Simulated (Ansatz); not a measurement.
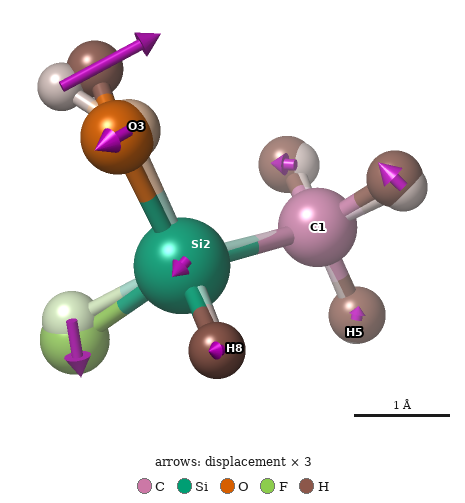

A relaxation of CH5FOSi (coarse preliminary run). The starting structure is drawn faded, the final one solid; purple arrows show the displacements, magnified 3 times. The two geometries are superimposed by the best rigid fit.

Style: ball-and-stick. Shown at a tilt.

The start comes from a force field.

Theory: Ansatz 0.2.0, RKS PBE-D4/def2-SVP. Settings: force threshold 0.03 eV/Å; at most 200 steps.

Q: Which element moves most?

A: Hydrogen: up to 0.40 Å, against 0.22 Å for fluorine.

Q: What did the optimiser do to the structure, and how much energy did it gain?

A: The largest move after the best rigid fit is that of an H atom, 0.40 Å. Largest moves by element: H 0.40 Å, F 0.22 Å, O 0.16 Å, Si 0.08 Å, C 0.01 Å. Near-neighbour distances that change, for instance: C–Si 1.791 → 1.870 Å, F–Si 1.588 → 1.643 Å, C–H 1.065 → 1.110 Å, C–H 1.153 → 1.109 Å. Among the angles between lasting bonds that change: H–C–H 102.7° → 108.1°, O–Si–F 104.5° → 109.7°, C–Si–F 110.6° → 106.9°. Groups turn about O–Si by about 40°. Over 8 accepted moves (9 points after the start) the energy falls by 0.285 eV. The largest force component goes from 2.6 to 0.014 eV/Å. The line search rejected the trial step at point 4 of the run. The run took about 23 core-seconds on a shared host.
